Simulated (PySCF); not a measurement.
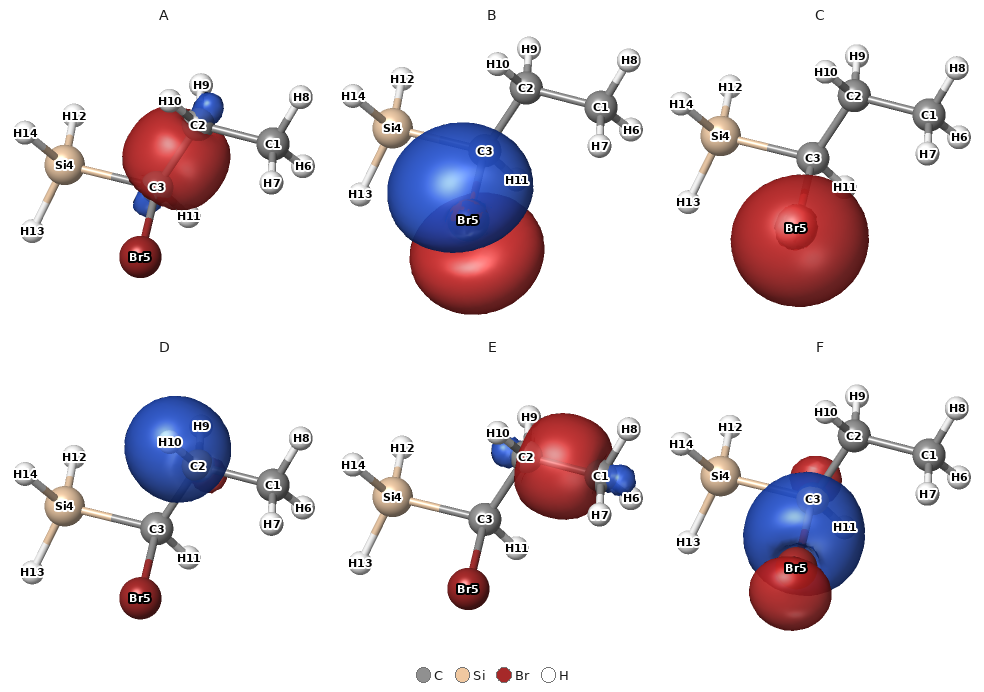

Figure 1: C3H9BrSi, SMILES `CCC([SiH3])Br`. Pipek–Mezey orbitals, occupied; each surface holds about 85 % of the orbital's density. Energies are diagonal elements of the Fock matrix.

Level of theory: ωB97X/def2-TZVP (PySCF), at a geometry from GFN2-xTB. No frequency check shows the geometry to be a minimum. GFN2-xTB bond lengths at metals and heavier atoms can be off by up to 0.1 Å and shapes distorted, which carries into these values.

Cartesian coordinates (Å):

```
C1       1.9975    1.7292   -0.1034
C2       0.5386    1.6474    0.3297
C3      -0.2470    0.5830   -0.4122
Si4     -2.1101    0.5134    0.0154
Br5      0.4531   -1.2123    0.0324
H6       2.0691    1.9481   -1.1677
H7       2.5067    0.7871    0.0895
H8       2.5118    2.5148    0.4451
H9       0.0488    2.6076    0.1393
H10      0.4859    1.4580    1.4049
H11     -0.0775    0.6742   -1.4862
H12     -2.6920    1.8063   -0.3482
H13     -2.6930   -0.5773   -0.7597
H14     -2.2134    0.2654    1.4507
```

Q: Identify each orbital.

A: By panel:
- A: σ bond C3–C2 (C3 52 %, C2 48 %; −18.0 eV)
- B: lone pair on Br5 (p-type) (Br5 99 %; −10.8 eV)
- C: lone pair on Br5 (s-type) (Br5 100 %; −21.8 eV)
- D: σ bond C2–H10 (C2 55 %, H10 44 %; −16.3 eV)
- E: σ bond C2–C1 (C2 50 %, C1 49 %; −17.2 eV)
- F: σ bond Br5–C3 (Br5 58 %, C3 41 %; −16.0 eV)
